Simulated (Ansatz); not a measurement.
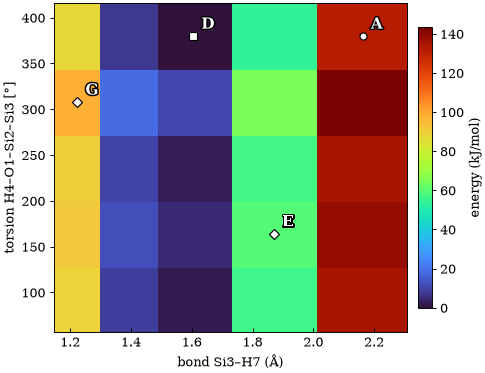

H5OSi2, SMILES O[SiH][SiH3], spin multiplicity 2. Two internal coordinates are moved rigidly from the geometry relaxed at PBE0-D4/def2-TZVP, all others fixed. Coordinates scanned: (1) bond Si3–H7; (2) torsion H4–O1–Si2–Si3. The grid has 5 × 5 points. Points are written as (first, second). All energies are given in kJ/mol relative to the lowest grid point. All numbers below come from Ansatz 0.2.0, UKS PBE-D4/def2-TZVPP.

Drawn: one coloured cell a grid point, lettered points.

Is D the lowest point of the computed grid?

Yes. D, at (1.604 Å, 380°), has the lowest energy of the grid.

Rank the lettered points by energy, lowest first.

D (0 kJ/mol), E (60 kJ/mol), G (98 kJ/mol), A (132 kJ/mol).
